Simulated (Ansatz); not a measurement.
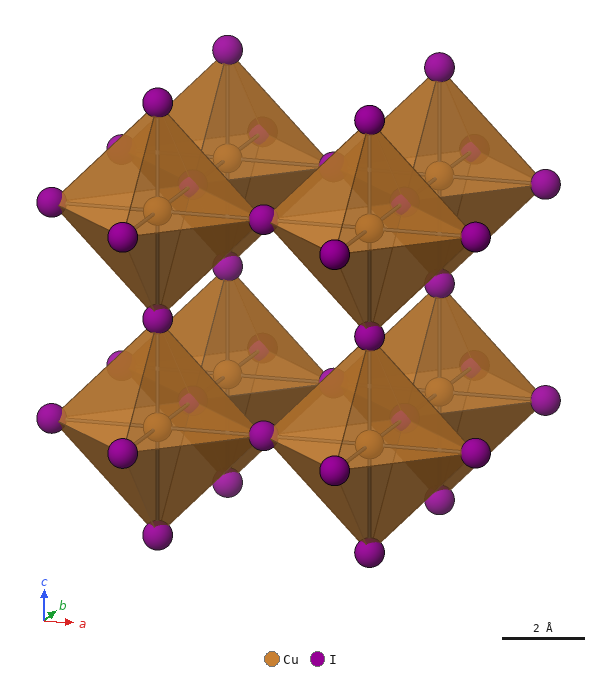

Reference structure: crystalline CuI₃ (built on the ReO3 type). A polyhedral model of the cell of the calculation, seen slightly off an axis.

These are results of DFT PBE+U, scalar-relativistic, plane waves, PAW in Ansatz 0.2.0, not measurements. Settings: plane-wave cutoff 420 eV; k-point mesh 6 × 6 × 6; occupations gaussian; smearing width 0.05 eV; U Cu 4.0 eV; collinear spin.

Now this is done to it. The cell is strained by +1.0 % along [1 1 0], −1.0 % along [1 −1 0], none along the third axis (volume 0.0 %), the atoms keeping their fractional coordinates. No relaxation follows.

What does the calculation give for the changed structure?

Answer. The space group (tolerance 0.01 Å) goes from Pm-3m (No. 221) to Cmmm (No. 65). The energy changes by less than 1 meV per atom. Pressure: 0.0 GPa before, 0.0 GPa after. The principal stresses (compression positive) are 0.1 GPa along [1 −1 0] and none across it. All forces vanish by symmetry.
